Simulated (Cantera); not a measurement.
Feed: 1 mol Pb, 4.7 mol CO, 2.4 mol N₂, held at 0.728 Torr.

Cantera equilibrium calculation (NASA polynomials, part measured and part estimated; ideal gas, pure solids and liquids). Candidate condensed phases: C, Pb, PbO, PbO₂, Pb₃O₄; 27 gas species. Kinetics and transport are ignored.

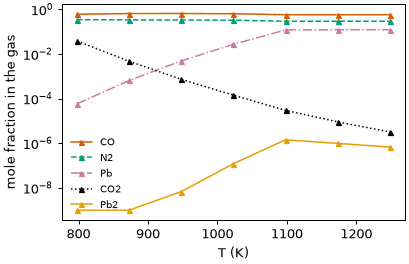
Figure: Equilibrium gas composition (values under 1e-9 drawn at 1e-9)

From 798 K to 1023 K the condensed part is C(graphite) + Pb(l). At 1098 K the condensed part is Pb(l). From 1173 K to 1248 K nothing is condensed. The main Pb-bearing gas is Pb throughout.
